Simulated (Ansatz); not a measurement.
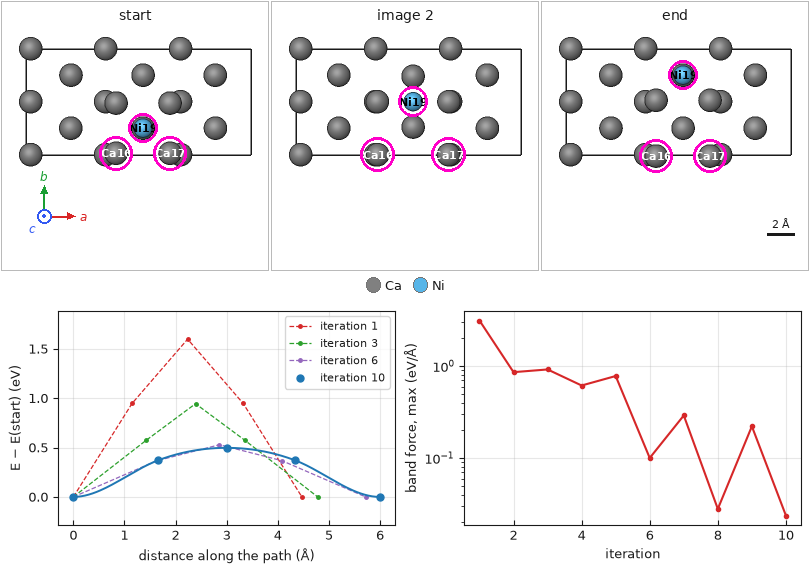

A nudged-elastic-band calculation for Ni on Ca(110) (19 atoms in the cell). Images are numbered from 0 (start) to 4 (end). The plot follows the band through its iterations. Style: spheres-only. Shown: the simulation cell, with the vacuum cut short (origin moved), along the c axis. The atoms that move most are ringed.

These are results of DFT PBEsol, scalar-relativistic, plane waves, PAW in Ansatz, not measurements.

The input:
```yaml
crystal:
  lattice:
    - [16.74, 0.0, 0.0]
    - [0.0, 7.891312, 0.0]
    - [0.0, 0.0, 14.945656]
  atoms:
    - { symbol: Ca, position: [0.0, 0.0, 0.0669091] }
    - { symbol: Ca, position: [0.3333333, 0.0, 0.0669091] }
    - { symbol: Ca, position: [0.6666667, 0.0, 0.0669091] }
    - { symbol: Ca, position: [0.0, 0.5, 0.0669091] }
    - { symbol: Ca, position: [0.3333333, 0.5, 0.0669091] }
    - { symbol: Ca, position: [0.6666667, 0.5, 0.0669091] }
    - { symbol: Ca, position: [0.16667864, 0.25000396, 0.16040809] }
    - { symbol: Ca, position: [0.48762409, 0.25000623, 0.20201576] }
    - { symbol: Ca, position: [0.84587877, 0.25000496, 0.20194639] }
    - { symbol: Ca, position: [0.16667306, 0.75000883, 0.16010346] }
    - { symbol: Ca, position: [0.48845626, 0.75000525, 0.20076417] }
    - { symbol: Ca, position: [0.84493975, 0.75000484, 0.20058387] }
    - { symbol: Ca, position: [0.04651716, -0.01327237, 0.31645838] }
    - { symbol: Ca, position: [0.28649736, -0.01320872, 0.31672399] }
    - { symbol: Ca, position: [0.66677741, 2.936e-05, 0.30597356] }
    - { symbol: Ca, position: [0.04651822, 0.51330084, 0.31646413] }
    - { symbol: Ca, position: [0.28649798, 0.513238, 0.31672058] }
    - { symbol: Ca, position: [0.66677687, 0.49999359, 0.30597411] }
    - { symbol: Ni, position: [0.1665334, 0.75001514, 0.33364759] }
magnetization:
  spin_polarized: true
basis:
  ecutwfc: 420.0
kpoints:
  mp_grid: { grid: [1, 2, 1] }
hamiltonian:
  xc: pbesol
scf:
  occupations: { method: fermi_dirac, width: 0.1 }
  lower_state_search: "off"
neb:
  images: 3
  f_tol: 0.05
  initial_path: idpp
  max_iterations: 80
  spring: { min: 2.0, max: 10.0 }
  constraints: [{ sites: [0, 1, 2, 3, 4, 5] }]
  final_atoms:
    - { symbol: Ca, position: [0.0, 0.0, 0.0669091] }
    - { symbol: Ca, position: [0.3333333, 0.0, 0.0669091] }
    - { symbol: Ca, position: [0.6666667, 0.0, 0.0669091] }
    - { symbol: Ca, position: [0.0, 0.5, 0.0669091] }
    - { symbol: Ca, position: [0.3333333, 0.5, 0.0669091] }
    - { symbol: Ca, position: [0.6666667, 0.5, 0.0669091] }
    - { symbol: Ca, position: [0.16667306, 0.25000881, 0.16010346] }
    - { symbol: Ca, position: [0.48845626, 0.25000523, 0.20076417] }
    - { symbol: Ca, position: [0.84493975, 0.25000482, 0.20058387] }
    - { symbol: Ca, position: [0.16667864, 0.75000394, 0.16040809] }
    - { symbol: Ca, position: [0.48762409, 0.75000621, 0.20201576] }
    - { symbol: Ca, position: [0.84587877, 0.75000494, 0.20194639] }
    - { symbol: Ca, position: [0.04651822, 0.01330082, 0.31646413] }
    - { symbol: Ca, position: [0.28649798, 0.01323798, 0.31672058] }
    - { symbol: Ca, position: [0.66677687, -6.43e-06, 0.30597411] }
    - { symbol: Ca, position: [0.04651716, 0.48672761, 0.31645838] }
    - { symbol: Ca, position: [0.28649736, 0.48679126, 0.31672399] }
    - { symbol: Ca, position: [0.66677741, 0.50002934, 0.30597356] }
    - { symbol: Ni, position: [0.1665334, 1.25001512, 0.33364759] }
  order_check: true
```

Run as
```bash
ansatz run input.yaml --threads 4 --pin off --max-ram 10240MiB --backend cpu --events-out ev --progress --plain --runs-dir out
```

### Did the band converge, and can the barrier be trusted?

The run is converged, with reservations. The band converged in 10 iterations. The largest component of the band force went from 3.1 to 0.024 eV/Å. The climbing image converged on the top of the path. A check of its curvatures didn't confirm a first-order saddle. The first iteration put the highest image at 1.60 eV. The barrier is about 0.50 eV in both directions, with image 2 at the top; the ends have the same energy.

Limits of the set-up: the k-point mesh is coarse for a cell with partly filled bands; the periodic images lie only 7.9 Å apart, so the values are limited by the cell's size.
